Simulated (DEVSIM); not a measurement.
Structure: illuminated Si n-on-p cell, one wavelength, at 300 K.

| layer (left to right) | material | thickness (μm) | Nd (cm⁻³) | Na (cm⁻³) | τn (s) | τp (s) | absorption coefficient (cm⁻¹) |
|---|---|---|---|---|---|---|---|
| 1 | Si | 0.140 | 9.9e18 | - | 1.2e-8 | 5.1e-9 | 250 |
| 2 | Si | 170 | - | 4.5e16 | 1.5e-7 | 1.5e-7 | 250 |

Left contact: ohmic, minority hole recombination velocity 3e5 cm/s. Right contact: ohmic, minority electron recombination velocity 80000 cm/s. Voltage is applied to the left contact. Recombination: SRH at mid-gap, radiative, Auger. Light enters at the left, 2e17 photons cm⁻² s⁻¹, one pass, no reflection. Mobility is constant in doping.

Constants are typed, rounded textbook-type inputs, not results; the design itself was drawn at random and stands for no fabricated device. Values at 300 K.

| parameter | Si |
|---|---|
| gap (eV) | 1.124 |
| affinity (eV) | 4.05 |
| permittivity | 11.7 |
| Nc (cm⁻³) | 2.86e19 |
| Nv (cm⁻³) | 3.1e19 |
| μn (cm²/Vs) | 1417 |
| μp (cm²/Vs) | 470 |
| B (cm³/s) | 4.7e-15 |
| Cn (cm⁶/s) | 2.8e-31 |
| Cp (cm⁶/s) | 9.9e-32 |

Model (solved in DEVSIM): 1D drift-diffusion, Boltzmann statistics, complete ionisation; no tunnelling, impact ionisation, image-force lowering or self-heating.

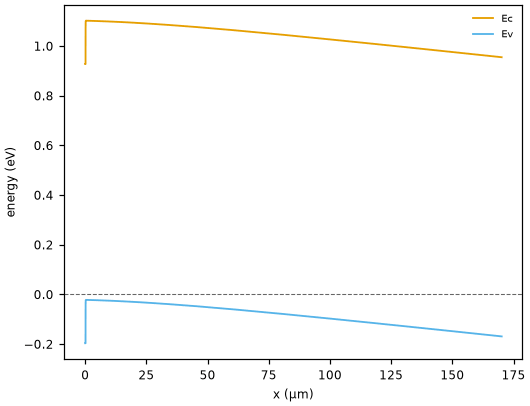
Figure. Band edges at -0.9 V on the left contact, in the dark

Energies count from the Fermi level of the right contact; mesh points crowd at the junctions.

| x (μm) | Ec (eV) | Ev (eV) | n (cm⁻³) | p (cm⁻³) | field (V/cm) |
|---|---|---|---|---|---|
| 0.000 | 0.927 | -0.197 | 9.9e18 | 4.9e13 | ≈ 0 |
| 0.02771 | 0.927 | -0.197 | 9.9e18 | 5.2e13 | ≈ 0 |
| 0.07553 | 0.927 | -0.197 | 9.9e18 | 5.8e13 | ≈ 0 |
| 0.1189 | 0.927 | -0.197 | 9.9e18 | 6.3e13 | ≈ 0 |
| 0.1536 | 1.048 | -0.076 | 9.5e16 | 6.9e15 | 32000 |
| 0.2046 | 1.100 | -0.024 | 1.3e16 | 5.1e16 | 1600 |
| 0.3248 | 1.102 | -0.022 | 1.1e16 | 5.6e16 | ≈ 0 |
| 0.7706 | 1.102 | -0.022 | 1.1e16 | 5.6e16 | ≈ 0 |
| 1.658 | 1.102 | -0.022 | 1.1e16 | 5.6e16 | ≈ 0 |
| 3.750 | 1.101 | -0.023 | 1.0e16 | 5.5e16 | ≈ 0 |
| 8.677 | 1.099 | -0.025 | 8.3e15 | 5.3e16 | ≈ 0 |
| 25.88 | 1.090 | -0.034 | 4.6e15 | 5.0e16 | ≈ 0 |
| 60.83 | 1.064 | -0.060 | 1.5e15 | 4.7e16 | ≈ 0 |
| 118.1 | 1.009 | -0.115 | 3.0e14 | 4.5e16 | -10 |
| 153.6 | 0.972 | -0.152 | 1.0e14 | 4.5e16 | -10 |
| 163.1 | 0.962 | -0.162 | 6.1e13 | 4.5e16 | -10 |
| 167.2 | 0.958 | -0.166 | 4.3e13 | 4.5e16 | -10 |
| 168.9 | 0.956 | -0.168 | 3.5e13 | 4.5e16 | -10 |
| 169.8 | 0.955 | -0.169 | 3.0e13 | 4.5e16 | -10 |
| 170.0 | 0.955 | -0.169 | 2.9e13 | 4.5e16 | -10 |
| 170.1 | 0.955 | -0.169 | 2.9e13 | 4.5e16 | -11 |
| 170.1 | 0.955 | -0.169 | 2.8e13 | 4.5e16 | -19 |
